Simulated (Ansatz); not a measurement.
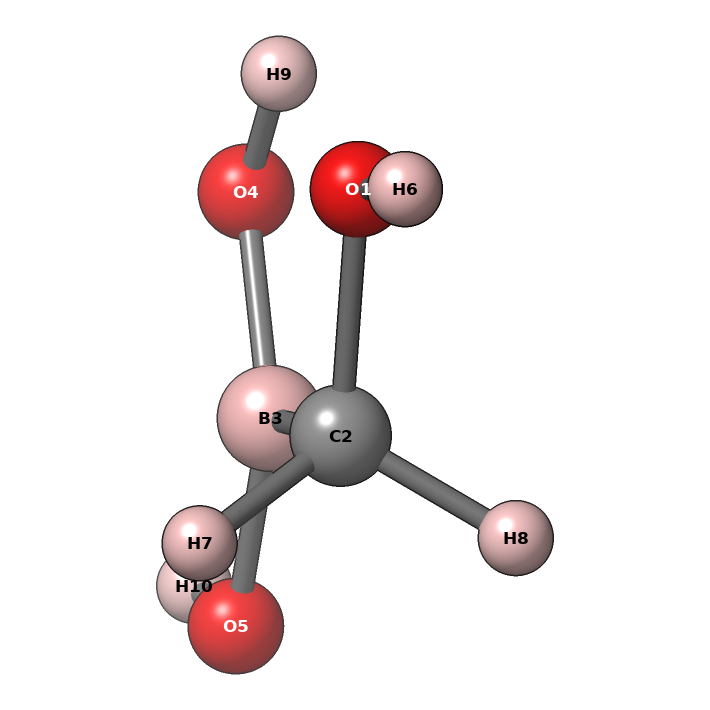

B3 lies behind C2. The molecule seen a little off the C2–B3 bond, C2 in front. Atoms fade into the background with distance from the viewer. Computed geometry: PBE-D4/def2-SVP optimisation. No frequency run is at hand to confirm it as a minimum.

What is the torsion angle O1–C2–B3–O4? The sign is positive where the front bond must turn clockwise to cover the back bond.

Answer. 1°, synperiplanar (eclipsed).
